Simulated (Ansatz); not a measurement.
Consider CH$_{4}$.

```xyz
5

C     0.0000    0.0000    0.0000
H     0.1590   -0.2432    1.0502
H    -1.0067    0.3952   -0.1329
H     0.1197   -0.8995   -0.6033
H     0.7281    0.7474   -0.3139
```

Geometry: PBE0-D4/def2-TZVP.

All numbers below come from Ansatz, isolated molecule in a Gaussian basis; Kohn-Sham density functional theory, functional wB97X.

Question: What will maps of the electron density and electron localisation function show?

Answer: C–H (1.09 Å): ρ at the midpoint is about 2 e/Å³; the ELF climbs to about 1 towards the hydrogen, as it does in any bond to H; an ordinary covalent bond to hydrogen.

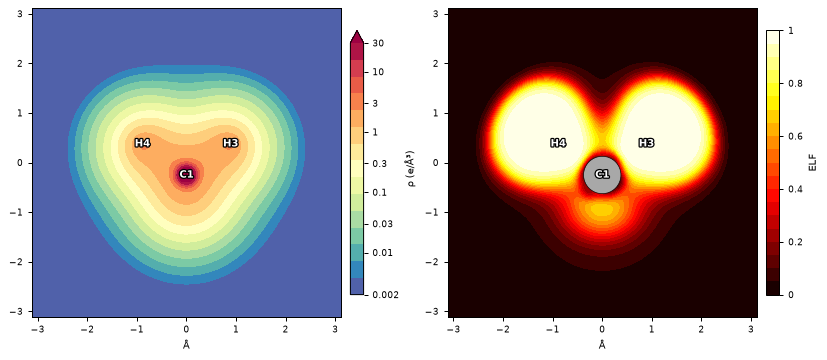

Computed electron density and electron localisation function on the plane of atoms H3, C1 and H4, in this order. Grey discs cover the atomic cores in the ELF map. 
